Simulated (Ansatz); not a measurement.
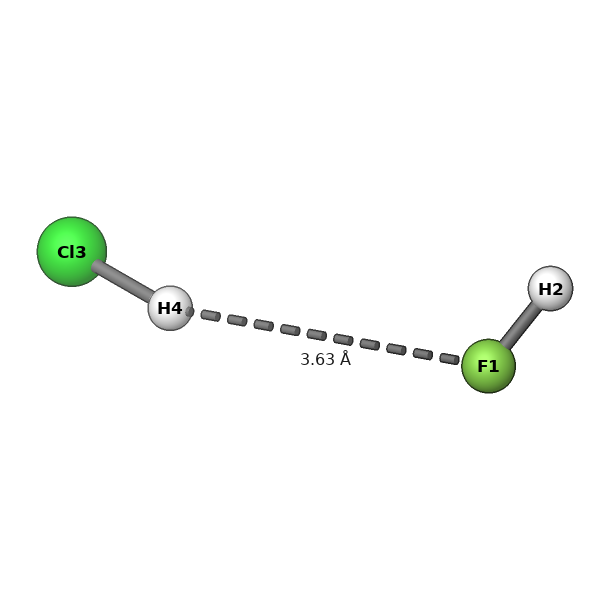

Two molecules or ions; the broken line marks their closest contact (measured against van der Waals radii). Geometry: a pair of rigid molecules at a changed separation. Program: Ansatz 0.2.0.

### Which two species are they?

HF and HCl (`Cl.F`).

Give the counterpoise-corrected interaction energy (kJ/mol, monomers kept as in the pair) with RHF-CCSD(T) (frozen core)/def2-TZVPPD.

```tsv
level	interaction energy (kJ/mol)
RHF-CCSD(T) (frozen core)/def2-TZVPPD	−3.1
```
